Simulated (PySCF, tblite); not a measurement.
# C₂H₉OSi₂ radical: geometry, infrared bands and EPR parameters

Wanted: the infrared bands and EPR parameters of C₂H₉OSi₂ radical (`COC[SiH][SiH3]`), by calculation.

Computed with tblite 0.8.0 and PySCF 2.14.0, with density-fitted response routines of our own, on a single molecule in the gas phase. Atoms count from 0, in the outputs and in this text.

## 1. Starting geometry

14 atoms, charge 0, multiplicity 2; geometry from: force field or distance geometry start.

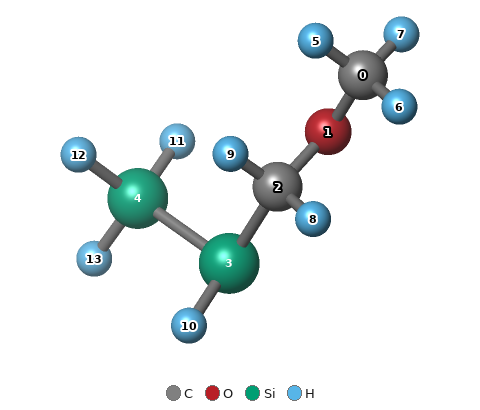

The starting geometry (carbon grey, oxygen red, silicon teal, hydrogen blue), atoms numbered.

## 2. Optimising the geometry with GFN2-xTB

What the job is given:

```
{"job": {"kind": "relax", "xc": "GFN2-xTB", "basis": "xTB"}, "charge": 0, "multiplicity": 2}
C      2.180500    -0.020200     1.461800
O      0.953300     0.544700     0.962100
C      0.725000     0.170300    -0.389100
Si    -0.858700     0.862900    -1.137200
Si    -2.648300    -0.158600    -0.098400
H      2.125500    -1.111000     1.429500
H      3.024000     0.348200     0.875000
H      2.306200     0.303500     2.505600
H      1.561100     0.531300    -0.996300
H      0.697000    -0.921200    -0.462200
H     -0.885400     0.605200    -2.600900
H     -2.716000     0.184200     1.340200
H     -2.557100    -1.633000    -0.239300
H     -3.908000     0.293300    -0.747800
```

The run is started by

```
> OMP_NUM_THREADS=1 python probes_run.py task.json out
```

The driver reads the jobs from task.json and runs them one after another.

Standard output:

```text
step      E/eV     max force
  0    -443.70934    1.114
  1    -443.75466    0.621
  2    -443.77976    0.314
  3    -443.79124    0.304
  4    -443.80602    0.411
  5    -443.81802    0.402
  6    -443.83300    0.312
  7    -443.84374    0.317
  8    -443.85121    0.222
  9    -443.85570    0.159
 10    -443.85882    0.117
 11    -443.86163    0.154
 12    -443.86476    0.163
 13    -443.86825    0.161
 14    -443.87198    0.154
 15    -443.87571    0.154
 16    -443.87910    0.155
 17    -443.88213    0.163
 18    -443.88492    0.142
 19    -443.88716    0.120
 20    -443.88890    0.100
 21    -443.89035    0.094
 22    -443.89149    0.100
 23    -443.89236    0.093
 24    -443.89309    0.067
 25    -443.89378    0.072
 26    -443.89453    0.076
 27    -443.89527    0.077
 28    -443.89585    0.058
 29    -443.89627    0.058
 30    -443.89662    0.047
 31    -443.89694    0.055
 32    -443.89720    0.047
 33    -443.89737    0.038
 34    -443.89751    0.041
 35    -443.89773    0.042
 36    -443.89809    0.069
 37    -443.89863    0.083
 38    -443.89924    0.063
 39    -443.89975    0.058
 40    -443.90021    0.062
 41    -443.90084    0.089
 42    -443.90187    0.122
 43    -443.90331    0.117
 44    -443.90472    0.097
 45    -443.90597    0.103
 46    -443.90715    0.103
 47    -443.90824    0.106
 48    -443.90901    0.144
 49    -443.90986    0.101
 50    -443.91055    0.079
 51    -443.91156    0.077
 52    -443.91248    0.099
 53    -443.91362    0.111
 54    -443.91449    0.099
 55    -443.91524    0.092
 56    -443.91594    0.085
 57    -443.91618    0.162
 58    -443.91723    0.084
 59    -443.91775    0.059
 60    -443.91830    0.050
 61    -443.91865    0.059
 62    -443.91931    0.079
 63    -443.92003    0.099
 64    -443.92075    0.090
 65    -443.92143    0.080
 66    -443.92225    0.082
 67    -443.92329    0.092
 68    -443.92419    0.084
 69    -443.92514    0.056
 70    -443.92543    0.032
 71    -443.92554    0.033
 72    -443.92568    0.035
 73    -443.92587    0.034
 74    -443.92602    0.027
 75    -443.92617    0.026
 76    -443.92629    0.025
 77    -443.92639    0.022
 78    -443.92649    0.022
 79    -443.92657    0.020
 80    -443.92661    0.016
 81    -443.92665    0.015
 82    -443.92668    0.017
 83    -443.92674    0.018
 84    -443.92681    0.021
 85    -443.92686    0.016
 86    -443.92689    0.013
 87    -443.92691    0.013
 88    -443.92694    0.017
 89    -443.92699    0.020
 90    -443.92705    0.021
 91    -443.92712    0.016
 92    -443.92717    0.018
 93    -443.92724    0.028
 94    -443.92737    0.044
 95    -443.92759    0.054
 96    -443.92787    0.045
 97    -443.92810    0.039
 98    -443.92828    0.036
 99    -443.92845    0.037
100    -443.92860    0.040
101    -443.92870    0.026
102    -443.92875    0.014
103    -443.92878    0.012
104    -443.92881    0.016
105    -443.92887    0.022
106    -443.92896    0.023
107    -443.92907    0.027
108    -443.92920    0.039
109    -443.92933    0.037
110    -443.92944    0.030
111    -443.92950    0.027
112    -443.92955    0.016
113    -443.92960    0.018
114    -443.92965    0.020
115    -443.92970    0.018
116    -443.92975    0.020
117    -443.92982    0.023
118    -443.92991    0.029
119    -443.93004    0.037
120    -443.93020    0.037
121    -443.93029    0.029
122    -443.93045    0.021
123    -443.93053    0.024
124    -443.93062    0.024
125    -443.93071    0.022
126    -443.93082    0.025
127    -443.93089    0.026
128    -443.93098    0.027
129    -443.93107    0.027
130    -443.93113    0.019
131    -443.93119    0.017
132    -443.93124    0.024
133    -443.93131    0.037
134    -443.93142    0.042
135    -443.93154    0.036
136    -443.93167    0.024
137    -443.93177    0.017
138    -443.93183    0.020
139    -443.93188    0.021
140    -443.93192    0.015
141    -443.93194    0.010
142    -443.93195    0.007
```

Run time: 0.7 s. Hardware: 1 thread of Arm Neoverse V2, shared host.

The steps of the relaxation: (not every step is listed)

| step | energy from step 0 (eV) | largest force (eV/Å) |
| --- | --- | --- |
| 0 | 0.0000 | 1.1136 |
| 1 | -0.0453 | 0.6205 |
| 2 | -0.0704 | 0.3137 |
| 3 | -0.0819 | 0.3041 |
| 4 | -0.0967 | 0.4111 |
| 5 | -0.1087 | 0.4021 |
| 6 | -0.1237 | 0.3120 |
| 7 | -0.1344 | 0.3174 |
| 8 | -0.1419 | 0.2215 |
| 20 | -0.1796 | 0.1003 |
| 32 | -0.1879 | 0.0475 |
| 44 | -0.1954 | 0.0974 |
| 56 | -0.2066 | 0.0849 |
| 68 | -0.2149 | 0.0838 |
| 80 | -0.2173 | 0.0157 |
| 92 | -0.2178 | 0.0180 |
| 104 | -0.2195 | 0.0164 |
| 116 | -0.2204 | 0.0202 |
| 128 | -0.2216 | 0.0266 |
| 137 | -0.2224 | 0.0168 |
| 138 | -0.2225 | 0.0204 |
| 139 | -0.2225 | 0.0209 |
| 140 | -0.2226 | 0.0152 |
| 141 | -0.2226 | 0.0100 |
| 142 | -0.2226 | 0.0071 |

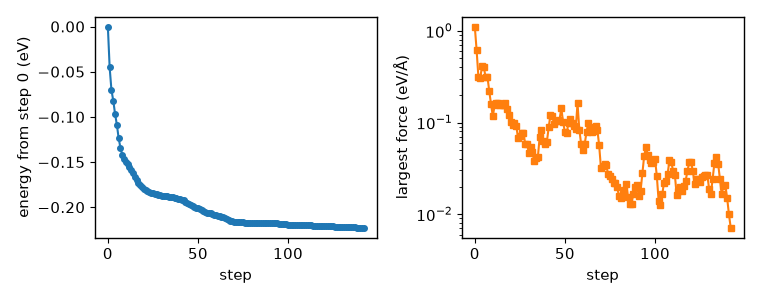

Energy and force, step by step.

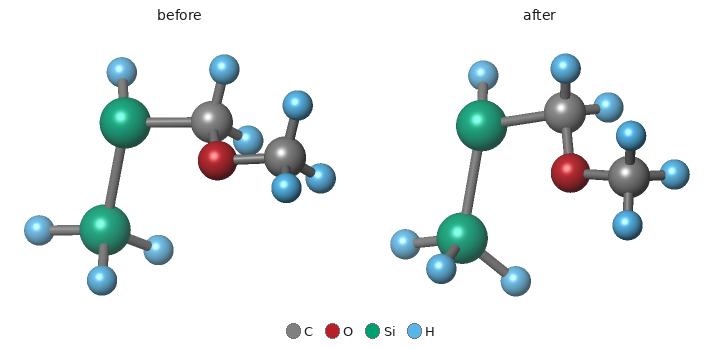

The geometry before (left) and after (right).

Close pairs (by a distance rule), those that changed most:

```
   bond  before (Å)  after (Å)  change (Å)
  C0–O1       1.440      1.401      -0.040
 C2–Si3       1.883      1.914      +0.031
Si3–Si4       2.308      2.284      -0.023
Si4–H13       1.488      1.470      -0.018
Si4–H11       1.480      1.466      -0.015
Si4–H12       1.484      1.471      -0.013
  C0–H7       1.100      1.089      -0.011
Si3–H10       1.486      1.477      -0.009
```

The next job starts from the end point, and lists it.

## 3. Vibrational analysis with GFN2-xTB

What the job is given:

```
{"job": {"kind": "ir", "xc": "GFN2-xTB", "basis": "xTB"}, "charge": 0, "multiplicity": 2}
C      1.828745    -0.175619     1.460020
O      0.686661     0.169320     0.726252
C      0.895595     0.228882    -0.672107
Si    -0.843552     0.688336    -1.326430
Si    -2.445630    -0.070349     0.114593
H      2.202400    -1.166121     1.168255
H      2.631939     0.557876     1.311476
H      1.540271    -0.190841     2.509781
H      1.679583     0.959627    -0.910753
H      1.243585    -0.746479    -1.045478
H     -0.802923     0.358883    -2.765895
H     -2.472114     0.772812     1.312995
H     -2.403074    -1.464451     0.581857
H     -3.742163     0.077648    -0.561405
```

Standard output:

```text
mode    cm-1     km/mol
  1      39.8      1.26
  2      65.4      2.65
  3      86.1      0.02
  4     109.6      2.07
  5     206.2      9.06
  6     222.2      2.24
  7     347.7     23.41
  8     372.4     19.87
  9     425.6     28.03
 10     472.7     19.26
 11     496.5      7.51
 12     631.8    184.72
 13     755.2    221.60
 14     771.9     18.37
 15     781.7    413.19
 16     803.1    205.19
 17     838.5    129.77
 18     970.8     25.42
 19    1102.8     65.13
 20    1135.8      1.86
 21    1154.2      1.94
 22    1189.4     17.19
 23    1279.3     17.05
 24    1408.2      3.82
 25    1471.0      3.86
 26    1492.2      6.35
 27    1500.6      0.64
 28    2121.7    298.56
 29    2167.8    367.41
 30    2193.0    322.39
 31    2226.4    249.61
 32    2822.2     64.87
 33    2878.4     41.50
 34    2887.9     54.69
 35    2913.5     67.25
 36    3020.9     23.61
```

It took 0.33 s on 1 thread of Arm Neoverse V2, shared host.

The strongest bands and the atoms that carry them (share of the mass-weighted mode):

```csv
cm⁻¹,km/mol,atoms
632,184.7,H10 79 %
755,221.6,"C2 41 %, Si3 26 %"
782,413.2,"H11 34 %, H13 30 %, H12 16 %"
803,205.2,"H13 44 %, H11 40 %, H12 11 %"
2122,298.6,H10 95 %
2168,367.4,H12 88 %
2193,322.4,H13 90 %
2226,249.6,H11 94 %
```

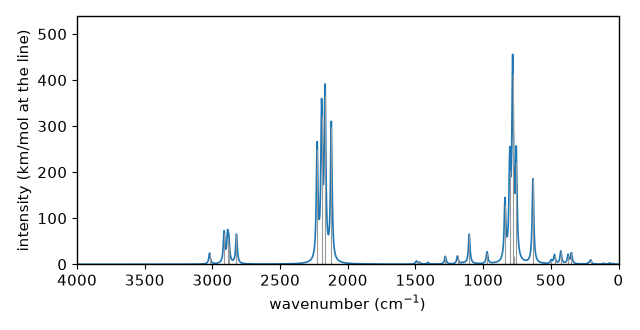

The infrared spectrum from these modes, unscaled. Lines are broadened to a width of 14 cm⁻¹ (Lorentzian).

## 4. g tensor and hyperfine couplings: B3LYP/pcH-1

The job, as its differences from that of step 3:

```diff
@@ -1,2 +1,2 @@
-{"job": {"kind": "ir", "xc": "GFN2-xTB", "basis": "xTB"}, "charge": 0, "multiplicity": 2}
+{"job": {"kind": "epr", "basis": "pcH-1"}, "charge": 0, "multiplicity": 2}
 C      1.828745    -0.175619     1.460020
```

With the program's defaults for keys left out, this is: UKS B3LYP, pcH-1 on C H O Si, non-relativistic, mean-field spin-orbit, GIAO.

Standard output:

```text
UKS, coarse grid
  cycle   1  E = -735.73407581  |g| = 4.28e-01
  cycle   2  E = -735.62332223  |g| = 6.89e-01
  cycle   3  E = -735.79912646  |g| = 6.95e-02
  cycle   4  E = -735.80056728  |g| = 2.41e-02
  cycle   5  E = -735.80081351  |g| = 8.14e-03
  cycle   6  E = -735.80084575  |g| = 1.53e-03
  cycle   7  E = -735.80084836  |g| = 6.55e-04
UKS, final grid
  cycle   1  E = -735.80087344  |g| = 7.86e-04
  cycle   2  E = -735.80087324  |g| = 1.03e-03
  cycle   3  E = -735.80087374  |g| = 5.62e-05
  cycle   4  E = -735.80087374  |g| = 2.30e-05
E = -735.80087374 Eh   <S^2> = 0.7523 (exact 0.7500)
g shifts (ppm)      1          2          3
  rmc          -125       -125       -125
  gc             11         38         37
  oz_so        -135       1790       3751
  total        -248       1703       3664
hyperfine (MHz)  atom isotope    a_iso     a_fc   dipolar eigenvalues
    0   13C       0.31       0.31     -0.29     -0.15      0.44
    1   17O       0.17       0.17     -0.64      0.09      0.55
    2   13C       0.03      -0.01     -2.63     -2.01      4.64
    3  29Si    -372.16    -373.14   -173.09     85.57     87.52
    4  29Si     -39.35     -39.38     -9.35      2.79      6.56
    5    1H       0.56       0.56     -0.86     -0.70      1.56
    6    1H       0.35       0.35     -0.81     -0.72      1.52
    7    1H      -0.05      -0.05     -0.66     -0.62      1.28
    8    1H      19.32      19.32     -3.59     -2.60      6.19
    9    1H      47.34      47.34     -3.29     -0.34      3.63
   10    1H      16.97      16.94    -10.02      1.93      8.08
   11    1H       7.09       7.09     -2.70     -1.27      3.96
   12    1H      74.95      74.95     -2.32     -0.37      2.70
   13    1H      -3.43      -3.43     -2.57     -1.29      3.86
```

It took 52 s on 1 thread of Arm Neoverse V2, shared host; peak memory 0.89 GiB.

Principal g values 2.00207, 2.00402, 2.00598; g(iso) = 2.00403, against 2.00232 for a free electron.

Hyperfine couplings; where a row names several nuclei, a(iso) is their mean (it holds for fast rotation or exchange) and the dipolar term the largest among them:

```csv
nuclei,isotope,a(iso) (MHz),"a(iso) (G, at g = 2.0023)",largest dipolar term (MHz)
Si3,29Si,-372.2,-132.8,-173.1
Si4,29Si,-39.3,-14.0,-9.3
"H8, H9",1H,33.3,11.9,6.2
"H11, H12, H13",1H,26.2,9.4,4.0
H10,1H,17.0,6.1,-10.0
C0,13C,0.3,0.1,0.4
"H5, H6, H7",1H,0.3,0.1,1.6
O1,17O,0.2,0.1,-0.6
C2,13C,0.0,0.0,4.6
```

Mulliken spin populations:

C0 0.00; O1 0.00; C2 -0.02; Si3 0.97; Si4 0.01; H5 0.00; H6 0.00; H7 0.00; H8 0.00; H9 0.01; H10 -0.01; H11 0.00; H12 0.04; H13 0.00

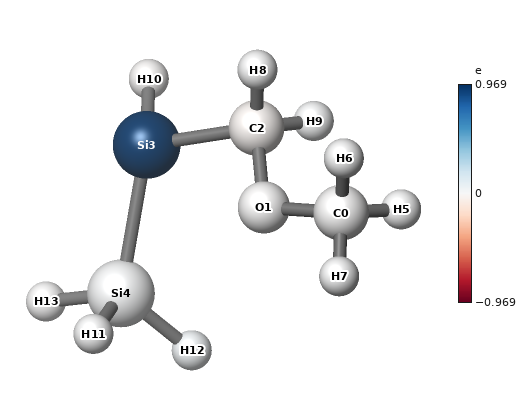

Mulliken spin populations, as colours on the atoms.

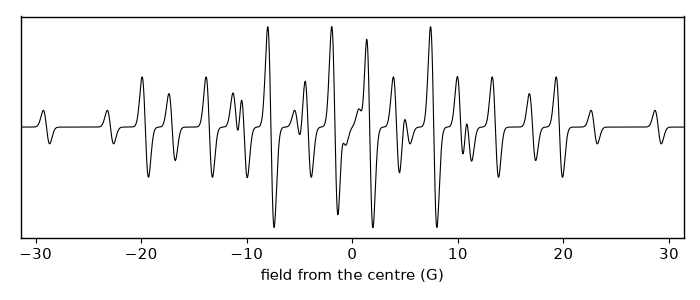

First-order isotropic spectrum (first derivative, main isotopes with spin only, couplings over 0.8 MHz, Gaussian width 0.3 G; couplings of the frozen geometry, rotation of groups not averaged beyond the rows shown).

Orbitals, density, ELF and potential are computed afterwards from the orbital file.

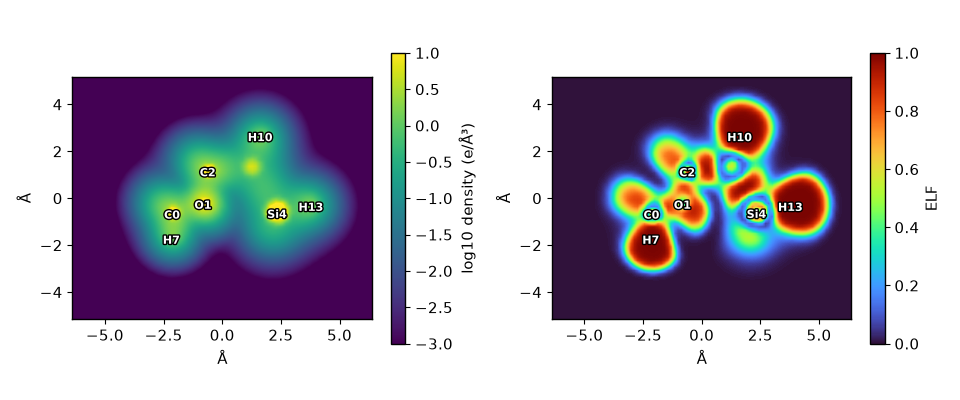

Density (left) and ELF (right) in a plane through or near 7 of the atoms.

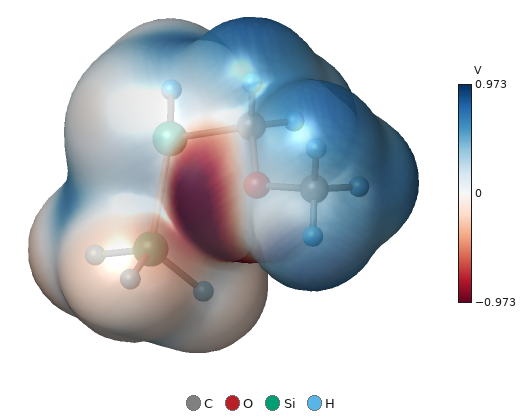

The potential that a unit positive charge feels on the 0.002 e/bohr³ surface, from -0.97 V near O1 to 0.79 V near H7.

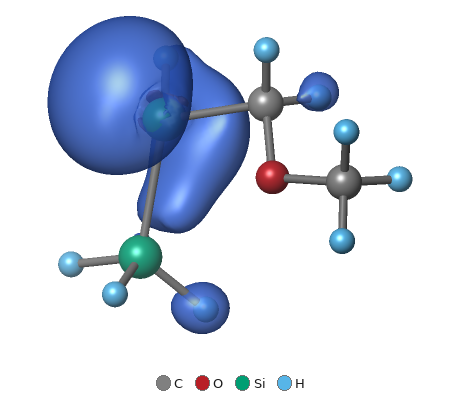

Spin density at ±0.02 e/Å³ (alpha excess blue, beta excess red).

## 5. Summary of results

```
                                 quantity                    value
strongest single infrared mode (GFN2-xTB)     782 cm⁻¹, 413 km/mol
             zero-point energy (GFN2-xTB)            62.0 kcal/mol
                           g(iso) (B3LYP)                  2.00403
                                     ⟨S²⟩       0.752 (exact 0.75)
       largest a(iso) (averaged by class)  29Si on Si3, -372.2 MHz
    surface potential, least and greatest       -0.97 V and 0.79 V
```

Over 142 steps the energy fell by 0.223 eV; of the close pairs, C0–O1 changed most, 1.440 to 1.401 Å. No mode is imaginary among the 36: a minimum at this level. The strongest single mode, at 782 cm⁻¹, is carried by H11, H13, H12. Unscaled tight-binding wavenumbers are off by several per cent, some by more. Its intensities can rank the bands wrongly. Si3 carries the largest spin population, 0.97 e. The isotropic g lies 1.7 ppt above the free-electron value.
